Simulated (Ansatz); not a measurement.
# GeH2S (SMILES [SH][GeH]) at 6 levels

We compute a comparison of 6 runs (PBE0/STO-3G, r2SCAN0/STO-3G, revPBE/STO-3G, wB97X/STO-3G, CCSDT/STO-3G, CCSDTQ/STO-3G) of GeH2S. 

Program for the calculation: Ansatz 0.2.0.

51 further runs of the same task are left out: 3 that didn't finish, 48 set aside as unsound or not needed.

## (1) Starting point

GeH2S has 4 atoms, charge 0, and is taken as a singlet. As SMILES, `[SH][GeH]`. The H3–S1 distance was set to 2.013 Å, away from the relaxed value. At this shape a bond of the SMILES string is far longer than usual.

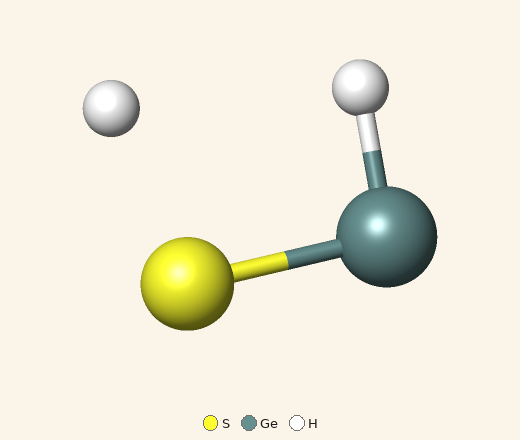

Viewed from a chosen angle; sulfur yellow, germanium teal, hydrogen white.

## (2) The energy at PBE0/STO-3G (run 1)

Input file in.yaml:

```yaml
crystal:
  periodic: [false, false, false]
  atoms:
    - symbol: S
      position_ang: [-1.054569, -1.321654, 0.021942]
    - symbol: Ge
      position_ang: [-1.452969, 0.618046, -0.993358]
    - symbol: H
      position_ang: [0.779200, -0.962100, 0.771200]
    - symbol: H
      position_ang: [-0.050069, 1.246046, -0.569158]
basis:
  gaussian:
    orbitals: STO-3G
accuracy: high
hamiltonian:
  xc: {name: PBE0}
```

On the command line:

```console
$ ansatz run in.yaml --threads 1 --pin off --max-ram 2610MiB --events-out events.jsonl --progress --plain --runs-dir runs
```

Standard output:

```text
Warning: RAYON_NUM_THREADS=1 ignored (pool sized by the plan → 1); use --threads N
Functional definition: PBE0
  name "PBE0"
  parameter a = 0.25
  parameter kappa = 0.804
  parameter beta = 0.06672455060314922
  exchange = (1 - a)*pbe_x(kappa = kappa, mu = beta*pi^2/3) + a*exact_x
  correlation = pbe_c(beta = beta)
421 factors; integrals over basis functions are off by at most 1.4e-8 eV
mean field evaluation 1: about -66587.7445 eV, gradient 7.0e1 eV
mean field evaluation 2: about -66564.6042 eV, gradient 7.3e1 eV
mean field evaluation 4: about -66599.5525 eV, gradient 1.4e1 eV
mean field evaluation 8: about -66600.6540 eV, gradient 1.3e-1 eV
mean field evaluation 16: about -66600.6248 eV, gradient 1.1e-4 eV
mean field -66600.62484047 eV, -2447.5278193624 hartree, gradient 2.6e-8 eV, S^2 0.000000; 0 other end points of the search recorded, 0 dependent functions left out
reference -66600.62484183 eV, -2447.5278194123 hartree; 25, 25 occupied and 4, 4 virtual orbitals, 421 factors
Total energy: -66600.62484183 eV, -2447.5278194123 hartree
```

Run time: 1.6 s. Hardware: 1 thread of Arm Neoverse V1, shared host; peak memory 0.098 GiB.

## (3) A single-point energy at r2SCAN0/STO-3G (run 2)

Input file molecule.yaml:

```yaml
crystal:
  periodic: [false, false, false]
  atoms:
    - symbol: S
      position_ang: [-1.054569, -1.321654, 0.021942]
    - symbol: Ge
      position_ang: [-1.452969, 0.618046, -0.993358]
    - symbol: H
      position_ang: [0.779200, -0.962100, 0.771200]
    - symbol: H
      position_ang: [-0.050069, 1.246046, -0.569158]
basis:
  gaussian:
    orbitals: STO-3G
hamiltonian:
  xc: {name: r2SCAN0}
accuracy: high
```

On the command line:

```console
$ ansatz run molecule.yaml --threads 1 --pin off --max-ram 2610MiB --events-out events.jsonl --progress --plain --runs-dir runs
```

Standard output:

```text
Warning: RAYON_NUM_THREADS=1 ignored (pool sized by the plan → 1); use --threads N
Functional definition: r2SCAN0
  name "r2SCAN0"
  parameter a = 0.25
  parameter k0 = 0.174
  parameter k1 = 0.065
  parameter a1 = 4.9479
  exchange = (1 - a)*r2scan_x(k0 = k0, k1 = k1, a1 = a1) + a*exact_x
  correlation = r2scan_c
421 factors; integrals over basis functions are off by at most 1.4e-8 eV
mean field evaluation 1: about -66611.8385 eV, gradient 1.4e1 eV
mean field evaluation 2: about -66611.1744 eV, gradient 1.8e1 eV
mean field evaluation 4: about -66612.7209 eV, gradient 3.1e0 eV
mean field evaluation 8: about -66612.7339 eV, gradient 3.0e-2 eV
mean field evaluation 16: about -66612.7339 eV, gradient 1.6e-6 eV
mean field -66612.73391968 eV, -2447.9728198154 hartree, gradient 1.3e-8 eV, S^2 0.000000; 0 other end points of the search recorded, 0 dependent functions left out
reference -66612.73391997 eV, -2447.9728198263 hartree; 25, 25 occupied and 4, 4 virtual orbitals, 421 factors
Total energy: -66612.73391997 eV, -2447.9728198263 hartree
```

Run time: 3.9 s. Hardware: 1 thread of Arm Neoverse V1, shared host; peak memory 0.14 GiB.

Run 3 isn't shown in full; the table further down has it.

## (4) The energy at wB97X/STO-3G (run 4)

Input file job.yaml:

```yaml
crystal:
  periodic: [false, false, false]
  atoms:
    - {symbol: S, position_ang: [-1.054569, -1.321654, 0.021942]}
    - {symbol: Ge, position_ang: [-1.452969, 0.618046, -0.993358]}
    - {symbol: H, position_ang: [0.779200, -0.962100, 0.771200]}
    - {symbol: H, position_ang: [-0.050069, 1.246046, -0.569158]}
basis:
  gaussian: {orbitals: STO-3G}
accuracy: high
hamiltonian: {xc: {name: wB97X}}
```

On the command line:

```console
$ ansatz run job.yaml --threads 1 --pin off --max-ram 2610MiB --events-out events.jsonl --progress --plain --runs-dir runs
```

Standard output:

```text
Warning: RAYON_NUM_THREADS=1 ignored (pool sized by the plan → 1); use --threads N
Functional definition: wB97X
  name "wB97X"
  parameter omega = 0.3/bohr
  parameter cx = 0.157706
  parameter cx1 = 0.726479
  parameter cx2 = 1.04760
  parameter cx3 = -5.70635
  parameter cx4 = 13.2794
  parameter css1 = -4.33879
  parameter css2 = 18.2308
  parameter css3 = -31.7430
  parameter css4 = 17.2901
  parameter cos1 = 2.37031
  parameter cos2 = -11.3995
  parameter cos3 = 6.58405
  parameter cos4 = -3.78132
  exchange = spin_sum(e_x_unif_sr(omega)*poly(b97_u_x, 1 - cx, cx1, cx2, cx3, cx4)) + cx*exact_x_sr(omega)
      + exact_x_lr(omega)
  correlation = spin_sum(e_c_pw_same_spin*poly(b97_u_same, 1, css1, css2, css3, css4))
      + integral(e_c_pw_opposite_spin*poly(b97_u_opposite, 1, cos1, cos2, cos3, cos4))
421 factors; integrals over basis functions are off by at most 1.4e-8 eV
134 factors; integrals over basis functions are off by at most 8.2e-10 eV
mean field evaluation 1: about -66610.2863 eV, gradient 1.1e1 eV
mean field evaluation 2: about -66610.5032 eV, gradient 1.0e1 eV
mean field evaluation 4: about -66610.9696 eV, gradient 5.6e-1 eV
mean field evaluation 8: about -66610.9351 eV, gradient 5.8e-2 eV
mean field evaluation 16: about -66610.9353 eV, gradient 4.0e-4 eV
mean field evaluation 32: about -66610.9353 eV, gradient 3.5e-8 eV
mean field -66610.93530077 eV, -2447.9067217896 hartree, gradient 3.5e-8 eV, S^2 0.000000; 0 other end points of the search recorded, 0 dependent functions left out
reference -66610.93529914 eV, -2447.9067217298 hartree; 25, 25 occupied and 4, 4 virtual orbitals, 421 factors
Total energy: -66610.93529914 eV, -2447.9067217298 hartree
```

Run time: 8.1 s. Hardware: 1 thread of Arm Neoverse V1, shared host; peak memory 0.25 GiB.

Run 5 isn't shown in full; the table further down has it.

## (5) The energy at CCSDTQ/STO-3G (run 6)

Input file in.yaml:

```yaml
crystal:
  periodic: [false, false, false]
  atoms:
    - {symbol: S, position_ang: [-1.054569, -1.321654, 0.021942]}
    - {symbol: Ge, position_ang: [-1.452969, 0.618046, -0.993358]}
    - {symbol: H, position_ang: [0.779200, -0.962100, 0.771200]}
    - {symbol: H, position_ang: [-0.050069, 1.246046, -0.569158]}
basis:
  gaussian: {orbitals: STO-3G}
correlation: {method: ccsdtq, frozen_orbitals: {Ge: 9, H: 0, S: 5}}
accuracy: high
scf: {omitted_lower_state_checks: [cluster_reference, increment]}
```

On the command line:

```console
$ ansatz run in.yaml --threads 1 --pin off --max-ram 2610MiB --events-out events.jsonl --progress --plain --runs-dir runs
```

Standard output:

```text
Warning: RAYON_NUM_THREADS=1 ignored (pool sized by the plan → 1); use --threads N
[... 11 lines left out ...]
14 core orbitals not correlated: weight in the atoms' cores, before any rotation towards them, 1.000 or more for the frozen orbitals, at most 0.000 for the correlated occupied ones
[... 53 lines left out ...]
Total energy: -66560.44392246 eV, -2446.0511978611 hartree
Checks for a lower state left out: cluster_reference, increment
```

Run time: 23 s. Hardware: 1 thread of Arm Neoverse V1, shared host; peak memory 0.22 GiB.

## (6) The series

| run | level | frozen core orbitals | energy (Eh) | wall time |
| --- | --- | --- | --- | --- |
| 1 | PBE0/STO-3G | – | -2447.527819 | 1.6 s |
| 2 | r2SCAN0/STO-3G | – | -2447.972820 | 3.9 s |
| 3 | revPBE/STO-3G | – | -2447.635557 | 2 s |
| 4 | wB97X/STO-3G | – | -2447.906722 | 8.1 s |
| 5 | CCSDT/STO-3G | 14 | -2446.050908 | 0.66 s |
| 6 | CCSDTQ/STO-3G | 14 | -2446.051198 | 23 s |

## (7) Results

| quantity | value |
| --- | --- |
| run 6: total energy | -2446.05120 Eh |
| run 6: correlation energy (14 core orbitals frozen) | -140.3 mEh |
| run 6: T1 diagnostic | 0.025 |

What this shows: Totals of different functionals can't be ranked against each other. In runs 5, 6 the log says that unrestricted orbitals would lower the reference, so the values rest on an unstable closed-shell determinant (other closed-shell runs at this shape may share the fault). In runs 1, 2, 3, 4, 5, 6 the basis is minimal, so the values are rough. All runs together took 39 s, the longest 23 s.
